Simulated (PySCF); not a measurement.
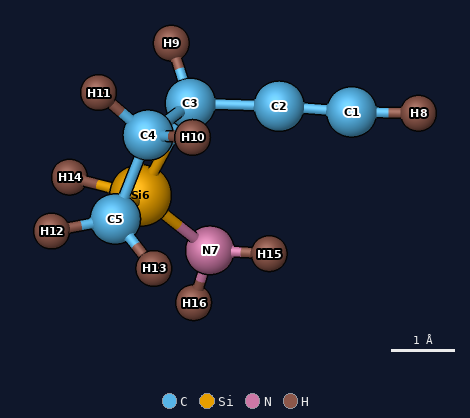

Fig. 1: The input geometry (ball-and-stick view, seen at a tilt; atoms are numbered from 1 in the order of the input). Bond lengths as drawn: C–C 1.17 to 1.54 Å, C–H 1.06 to 1.12 Å, C–Si 1.92 to 1.94 Å, H–N 1.00 to 1.01 Å, H–Si 1.45 Å and N–Si 1.72 Å.

Geometry relaxation, with input and output: C₅H₉NSi (part 1 of 2)

- system: C₅H₉NSi
- method: PBE0-D3(BJ)/def2-SVP geometry optimisation, gas phase (PySCF 2.14.0)

It belongs to a series of runs on one base structure; here: constitutional isomer.

## Input file
```
{"job": {"xc": "PBE0", "basis": "def2-SVP", "d3": "d3bj", "grid": 1, "shake": 0.01, "kind": "geom"}, "charge": 0, "multiplicity": 1}
C     -1.687740     2.186670     0.146250
C     -1.257560     1.163290    -0.231630
C     -0.705360    -0.094640    -0.627430
C     -0.979630    -1.236170     0.367030
C      0.355910    -1.426890     1.040570
Si     1.190840    -0.274120    -0.244310
N      1.963400     1.213030     0.130320
H     -2.113070     3.131390     0.434770
H     -0.999580    -0.306810    -1.621140
H     -1.813790    -0.981830     1.075870
H     -1.317430    -2.139850    -0.160640
H      0.680560    -2.458390     1.121650
H      0.330140    -1.010590     2.055280
H      2.009770    -0.941540    -1.235110
H      1.412750     1.925400     0.585540
H      2.911760     1.248680     0.441180
```

The first line tells a small driver script what to run in PySCF; the rest is the geometry in Å.

Machine: 1 CPU thread, shared host.

Command:
```bash
OMP_NUM_THREADS=1 python <driver script> task.json out
```

## What the program printed
```
step   0  E = -539.44325869  max force = 0.088518
step   1  E = -539.45309566  max force = 0.007522
step   2  E = -539.45344076  max force = 0.002161
step   3  E = -539.45363863  max force = 0.002325
step   4  E = -539.45385617  max force = 0.003220
step   5  E = -539.45419721  max force = 0.003353
step   6  E = -539.45452493  max force = 0.002067
step   7  E = -539.45472827  max force = 0.002257
step   8  E = -539.45483819  max force = 0.001690
step   9  E = -539.45487717  max force = 0.000898
step  10  E = -539.45491031  max force = 0.000599
step  11  E = -539.45493117  max force = 0.000831
step  12  E = -539.45496264  max force = 0.001269
step  13  E = -539.45502519  max force = 0.001622
step  14  E = -539.45499262  max force = 0.003902
step  15  E = -539.45521650  max force = 0.002126
step  16  E = -539.45530451  max force = 0.001757
step  17  E = -539.45539493  max force = 0.001475
step  18  E = -539.45546004  max force = 0.000772
step  19  E = -539.45547215  max force = 0.000354
optimisation converged
```

## Trajectory as extended XYZ (Å, eV, eV/Å), 20 frames, from step=0 to step=19
```
16
Properties=species:S:1:pos:R:3:forces:R:3 step=0 energy=-14678.99875
C    -1.6877    2.1867    0.1462   -1.9041   4.5518   1.5244
C    -1.2576    1.1633   -0.2316    1.7407  -3.7351  -1.3399
C    -0.7054   -0.0946   -0.6274    0.7287   0.4028   0.7712
C    -0.9796   -1.2362    0.3670   -1.4464  -0.1913   0.1868
C     0.3559   -1.4269    1.0406    0.7869   0.2395   0.5157
Si    1.1908   -0.2741   -0.2443   -1.0797   0.2155   0.7326
N     1.9634    1.2130    0.1303   -0.5275  -0.1088  -0.1731
H    -2.1131    3.1314    0.4348    0.0517  -0.1003   0.0328
H    -0.9996   -0.3068   -1.6211   -0.4101  -0.3919  -1.5846
H    -1.8138   -0.9818    1.0759    0.5240  -0.1236  -0.4337
H    -1.3174   -2.1399   -0.1606    0.0701  -0.0438  -0.1209
H     0.6806   -2.4584    1.1217    0.2581  -0.5214   0.0729
H     0.3301   -1.0106    2.0553    0.2472   0.1021   0.1536
H     2.0098   -0.9415   -1.2351    0.4550  -0.5101  -0.5912
H     1.4127    1.9254    0.5855   -0.2262   0.2119   0.1346
H     2.9118    1.2487    0.4412    0.7316   0.0027   0.1188
16
Properties=species:S:1:pos:R:3:forces:R:3 step=1 energy=-14679.26643
C    -1.6832    2.2441    0.2100    0.2071  -0.3868  -0.0707
C    -1.2548    1.1779   -0.1925   -0.1663   0.3054   0.1044
C    -0.7135   -0.0776   -0.6488   -0.0463  -0.1857  -0.3537
C    -0.9718   -1.3018    0.2905    0.0702   0.0896   0.1522
C     0.3689   -1.4293    1.0649   -0.0590  -0.0231   0.0177
Si    1.1510   -0.2662   -0.2195   -0.1121  -0.0687   0.0257
N     1.8942    1.2333    0.1663    0.1518  -0.0139   0.0592
H    -2.0746    3.1724    0.5712   -0.0626   0.1286   0.0200
H    -1.0128   -0.2690   -1.7016    0.1068   0.1224   0.2707
H    -1.8604   -1.1768    0.9281    0.0067   0.0354   0.0098
H    -1.1429   -2.1900   -0.3240   -0.0352  -0.1872  -0.1528
H     0.7383   -2.4606    1.1799    0.0223   0.0687  -0.0089
H     0.3138   -0.9788    2.0686   -0.0048   0.0452  -0.0155
H     1.9852   -0.9928   -1.2296   -0.0095   0.0743   0.0301
H     1.3302    1.9325    0.6411    0.0040  -0.0189  -0.0236
H     2.8735    1.3001    0.4238   -0.0732   0.0148  -0.0645
16
Properties=species:S:1:pos:R:3:forces:R:3 step=2 energy=-14679.27582
C    -1.6746    2.2342    0.2258    0.0403  -0.0069   0.0537
C    -1.2548    1.1719   -0.1884   -0.0373   0.0354   0.0113
C    -0.7140   -0.0823   -0.6542   -0.0065  -0.0898  -0.1111
C    -0.9747   -1.3090    0.2829    0.0045  -0.0279   0.0161
C     0.3582   -1.4213    1.0713   -0.0320  -0.0251   0.0004
Si    1.1459   -0.2688   -0.2157   -0.0474   0.0309   0.0437
N     1.8971    1.2296    0.1608    0.0463  -0.0287   0.0344
H    -2.0637    3.1660    0.5921   -0.0028  -0.0163  -0.0271
H    -1.0014   -0.2603   -1.7041    0.0111   0.0503   0.0415
H    -1.8678   -1.1809    0.9138   -0.0008   0.0034  -0.0060
H    -1.1397   -2.2048   -0.3355    0.0149   0.0128  -0.0012
H     0.7365   -2.4462    1.1984    0.0227   0.0120   0.0144
H     0.2933   -0.9579    2.0686   -0.0158   0.0318  -0.0209
H     1.9863   -0.9886   -1.2207    0.0024   0.0051   0.0000
H     1.3367    1.9355    0.6286    0.0028  -0.0001  -0.0042
H     2.8777    1.3006    0.4046   -0.0023   0.0132  -0.0449
16
Properties=species:S:1:pos:R:3:forces:R:3 step=3 energy=-14679.28120
C    -1.6644    2.2205    0.2510   -0.0259   0.1196   0.0754
C    -1.2546    1.1634   -0.1825    0.0424  -0.0995  -0.0412
C    -0.7147   -0.0872   -0.6631    0.0231  -0.0154   0.0627
C    -0.9787   -1.3167    0.2708   -0.0257  -0.0268  -0.0338
C     0.3417   -1.4096    1.0804    0.0042  -0.0258  -0.0184
Si    1.1406   -0.2706   -0.2095    0.0207   0.0971   0.0354
N     1.9044    1.2251    0.1536   -0.0365  -0.0352   0.0245
H    -2.0509    3.1509    0.6247    0.0042  -0.0304  -0.0198
H    -0.9912   -0.2500   -1.7134   -0.0518   0.0006  -0.0923
H    -1.8805   -1.1888    0.8891   -0.0111  -0.0237  -0.0121
H    -1.1296   -2.2168   -0.3482    0.0330   0.0607   0.0368
H     0.7306   -2.4269    1.2282    0.0058  -0.0115   0.0295
H     0.2585   -0.9274    2.0673   -0.0167   0.0197  -0.0130
H     1.9878   -0.9913   -1.2063   -0.0033  -0.0421  -0.0067
H     1.3525    1.9421    0.6139    0.0098   0.0060   0.0087
H     2.8896    1.3009    0.3722    0.0279   0.0067  -0.0357
16
Properties=species:S:1:pos:R:3:forces:R:3 step=4 energy=-14679.28712
C    -1.6500    2.2020    0.2895   -0.0661   0.1656   0.0584
C    -1.2529    1.1527   -0.1734    0.0864  -0.1468  -0.0581
C    -0.7152   -0.0917   -0.6755    0.0371   0.0299   0.1500
C    -0.9838   -1.3259    0.2512   -0.0444   0.0038  -0.0502
C     0.3161   -1.3898    1.0945    0.0409  -0.0199  -0.0322
Si    1.1343   -0.2713   -0.1997    0.0755   0.1184   0.0058
N     1.9179    1.2183    0.1432   -0.0955  -0.0286   0.0253
H    -2.0351    3.1279    0.6760    0.0130  -0.0391  -0.0079
H    -0.9824   -0.2357   -1.7291   -0.0822  -0.0260  -0.1381
H    -1.9013   -1.2061    0.8474   -0.0198  -0.0495  -0.0163
H    -1.1064   -2.2302   -0.3687    0.0428   0.0720   0.0425
H     0.7164   -2.3968    1.2770   -0.0156  -0.0228   0.0397
H     0.2022   -0.8803    2.0642   -0.0139   0.0072  -0.0026
H     1.9866   -1.0060   -1.1818   -0.0147  -0.0687  -0.0020
H     1.3836    1.9519    0.5974    0.0174   0.0061   0.0173
H     2.9110    1.2985    0.3162    0.0393  -0.0015  -0.0314
16
Properties=species:S:1:pos:R:3:forces:R:3 step=5 energy=-14679.29640
C    -1.6269    2.1717    0.3561   -0.0920   0.1447  -0.0034
C    -1.2488    1.1379   -0.1562    0.1080  -0.1332  -0.0400
C    -0.7155   -0.0943   -0.6948    0.0391   0.0545   0.1724
C    -0.9895   -1.3387    0.2155   -0.0584   0.0593  -0.0359
C     0.2693   -1.3500    1.1195    0.0792  -0.0056  -0.0384
Si    1.1247   -0.2702   -0.1821    0.1081   0.0818  -0.0455
N     1.9461    1.2036    0.1262   -0.1289  -0.0024   0.0423
H    -2.0118    3.0865    0.7675    0.0212  -0.0303   0.0158
H    -0.9746   -0.2091   -1.7541   -0.0871  -0.0407  -0.1216
H    -1.9378   -1.2472    0.7672   -0.0243  -0.0725  -0.0191
H    -1.0503   -2.2466   -0.4071    0.0475   0.0567   0.0245
H     0.6807   -2.3381    1.3682   -0.0409  -0.0271   0.0425
H     0.0983   -0.7939    2.0545   -0.0067  -0.0053   0.0083
H     1.9764   -1.0447   -1.1347   -0.0265  -0.0725   0.0071
H     1.4506    1.9649    0.5773    0.0210   0.0042   0.0215
H     2.9501    1.2856    0.2053    0.0407  -0.0117  -0.0305
16
Properties=species:S:1:pos:R:3:forces:R:3 step=6 energy=-14679.30532
C    -1.6082    2.1463    0.4170   -0.0870   0.0665  -0.0793
C    -1.2447    1.1281   -0.1378    0.0865  -0.0617   0.0170
C    -0.7160   -0.0914   -0.7097    0.0179   0.0503   0.1063
C    -0.9909   -1.3474    0.1807   -0.0531   0.0959   0.0033
C     0.2215   -1.3049    1.1445    0.0805   0.0043  -0.0289
Si    1.1157   -0.2676   -0.1651    0.0854  -0.0008  -0.0785
N     1.9801    1.1836    0.1130   -0.0943   0.0277   0.0666
H    -1.9938    3.0481    0.8544    0.0260  -0.0122   0.0338
H    -0.9760   -0.1807   -1.7733   -0.0547  -0.0406  -0.0518
H    -1.9707   -1.3021    0.6815   -0.0159  -0.0660  -0.0154
H    -0.9756   -2.2532   -0.4456    0.0409   0.0187  -0.0063
H     0.6325   -2.2729    1.4635   -0.0489  -0.0202   0.0286
H    -0.0072   -0.7045    2.0391    0.0006  -0.0069   0.0106
H     1.9543   -1.0947   -1.0860   -0.0244  -0.0392   0.0094
H     1.5334    1.9695    0.5714    0.0153   0.0004   0.0147
H     2.9869    1.2611    0.0808    0.0252  -0.0163  -0.0302
16
Properties=species:S:1:pos:R:3:forces:R:3 step=7 energy=-14679.31085
C    -1.6062    2.1444    0.4357   -0.0534  -0.0204  -0.1161
C    -1.2439    1.1299   -0.1282    0.0396   0.0169   0.0757
C    -0.7180   -0.0849   -0.7116   -0.0189   0.0372   0.0048
C    -0.9897   -1.3479    0.1654   -0.0156   0.0750   0.0325
C     0.1986   -1.2806    1.1579    0.0339   0.0057  -0.0140
Si    1.1116   -0.2665   -0.1572    0.0301  -0.0600  -0.0646
N     2.0038    1.1668    0.1141   -0.0239   0.0248   0.0622
H    -1.9905    3.0402    0.8854    0.0219   0.0053   0.0340
H    -0.9870   -0.1661   -1.7762   -0.0033  -0.0268   0.0188
H    -1.9857   -1.3434    0.6357   -0.0038  -0.0317  -0.0066
H    -0.9225   -2.2463   -0.4668    0.0193  -0.0155  -0.0266
H     0.5992   -2.2405    1.5132   -0.0314  -0.0055   0.0098
H    -0.0580   -0.6598    2.0309    0.0069   0.0023   0.0062
H     1.9304   -1.1284   -1.0647   -0.0061   0.0063   0.0045
H     1.5928    1.9616    0.5896    0.0074  -0.0058   0.0024
H     3.0059    1.2391    0.0050   -0.0026  -0.0078  -0.0231
16
Properties=species:S:1:pos:R:3:forces:R:3 step=8 energy=-14679.31384
C    -1.6173    2.1604    0.4190   -0.0186  -0.0554  -0.0869
C    -1.2460    1.1391   -0.1264    0.0063   0.0440   0.0837
C    -0.7208   -0.0783   -0.7039   -0.0391   0.0230  -0.0557
C    -0.9891   -1.3435    0.1676    0.0235   0.0178   0.0344
C     0.1996   -1.2799    1.1603   -0.0209   0.0011  -0.0058
Si    1.1119   -0.2688   -0.1578   -0.0168  -0.0627  -0.0248
N     2.0135    1.1559    0.1256    0.0257  -0.0045   0.0338
H    -1.9981    3.0584    0.8670    0.0127   0.0123   0.0196
H    -0.9989   -0.1644   -1.7670    0.0307  -0.0057   0.0454
H    -1.9879   -1.3598    0.6320    0.0007   0.0020   0.0016
H    -0.9057   -2.2350   -0.4728   -0.0045  -0.0236  -0.0237
H     0.5887   -2.2438    1.5183   -0.0046   0.0072   0.0013
H    -0.0552   -0.6583    2.0336    0.0093   0.0130  -0.0024
H     1.9155   -1.1377   -1.0717    0.0126   0.0308  -0.0009
H     1.6190    1.9466    0.6208    0.0034  -0.0068  -0.0054
H     3.0120    1.2266   -0.0163   -0.0205   0.0073  -0.0142
16
Properties=species:S:1:pos:R:3:forces:R:3 step=9 energy=-14679.31490
C    -1.6238    2.1691    0.4094   -0.0109  -0.0305  -0.0411
C    -1.2468    1.1436   -0.1234    0.0029   0.0217   0.0462
C    -0.7225   -0.0746   -0.6995   -0.0309   0.0125  -0.0457
C    -0.9900   -1.3413    0.1689    0.0220  -0.0110   0.0217
C     0.1978   -1.2788    1.1622   -0.0276  -0.0096  -0.0047
Si    1.1114   -0.2728   -0.1582   -0.0254  -0.0372  -0.0049
N     2.0209    1.1451    0.1329    0.0316  -0.0150   0.0257
H    -2.0006    3.0695    0.8562    0.0083   0.0071   0.0076
H    -1.0023   -0.1617   -1.7617    0.0272   0.0015   0.0274
H    -1.9901   -1.3657    0.6301    0.0013   0.0134   0.0056
H    -0.9004   -2.2302   -0.4754   -0.0113  -0.0118  -0.0087
H     0.5804   -2.2434    1.5248    0.0061   0.0077   0.0006
H    -0.0545   -0.6526    2.0332    0.0061   0.0135  -0.0079
H     1.9095   -1.1400   -1.0777    0.0141   0.0247  -0.0034
H     1.6366    1.9333    0.6395   -0.0013   0.0010  -0.0047
H     3.0153    1.2179   -0.0329   -0.0121   0.0119  -0.0139
16
Properties=species:S:1:pos:R:3:forces:R:3 step=10 energy=-14679.31581
C    -1.6287    2.1776    0.3988   -0.0043   0.0093   0.0152
C    -1.2464    1.1475   -0.1199    0.0016  -0.0084  -0.0116
C    -0.7245   -0.0718   -0.6957   -0.0078  -0.0015  -0.0041
C    -0.9932   -1.3391    0.1713    0.0081  -0.0308  -0.0050
C     0.1939   -1.2783    1.1641   -0.0165  -0.0127  -0.0056
Si    1.1105   -0.2793   -0.1584   -0.0144   0.0058   0.0069
N     2.0304    1.1302    0.1423    0.0194  -0.0216   0.0284
H    -1.9990    3.0818    0.8439    0.0022  -0.0009  -0.0049
H    -1.0032   -0.1582   -1.7570    0.0094   0.0018  -0.0046
H    -1.9942   -1.3662    0.6306    0.0037   0.0184   0.0079
H    -0.9020   -2.2271   -0.4755   -0.0142   0.0040   0.0086
H     0.5703   -2.2422    1.5347    0.0100   0.0051   0.0009
H    -0.0540   -0.6427    2.0298    0.0010   0.0079  -0.0053
H     1.9055   -1.1403   -1.0854    0.0084   0.0066  -0.0042
H     1.6575    1.9160    0.6605   -0.0040   0.0061  -0.0056
H     3.0181    1.2096   -0.0557   -0.0025   0.0109  -0.0171
```
